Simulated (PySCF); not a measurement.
```xyz
20

N    -1.8583    2.6757    0.8588
C    -1.5949    1.5653    0.7955
C    -1.2454    0.1699    0.6670
F    -1.3621   -0.4511    1.8953
C    -1.9752   -0.5464   -0.4850
C    -0.6837   -0.4939   -1.3137
C     0.1033   -0.0668   -0.0640
C     1.1110   -1.0444    0.5553
C     2.2363   -0.0257    0.3158
C     1.1930    1.0106   -0.1311
H    -2.2565   -1.5536   -0.1855
H    -2.8425   -0.0284   -0.8884
H    -0.3732   -1.4340   -1.7638
H    -0.7027    0.2815   -2.0777
H     1.2082   -1.9921    0.0287
H     0.9179   -1.2433    1.6074
H     2.9217   -0.3176   -0.4763
H     2.8102    0.2457    1.1983
H     1.3457    1.4387   -1.1201
H     1.0419    1.8207    0.5803
```

Geometry: GFN2-xTB.

Computed with PBE0/pcSseg-1, SCF density, gas phase, non-relativistic in PySCF.

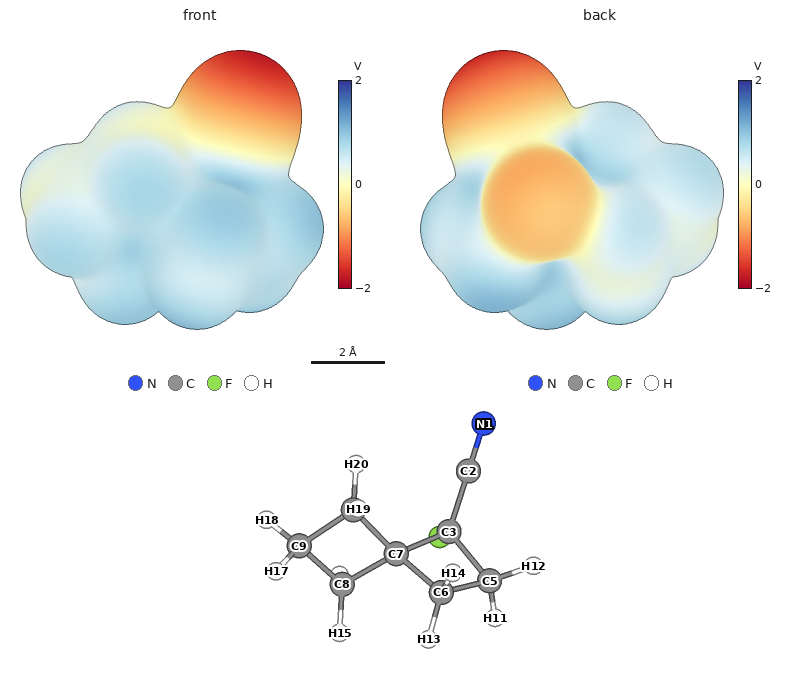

C$_{8}$H$_{10}$FN. The molecular electrostatic potential painted on the density surface at 0.002 e/bohr³, seen from the front and from behind; red is negative and blue positive. The bare structure is drawn below in the same view.

**Describe the electrostatic potential map.**

The most negative region (about −1.7 V) lies over N1, the most positive (about +1.0 V) over H11 and H13. N1 is the likeliest acceptor of a hydrogen bond.
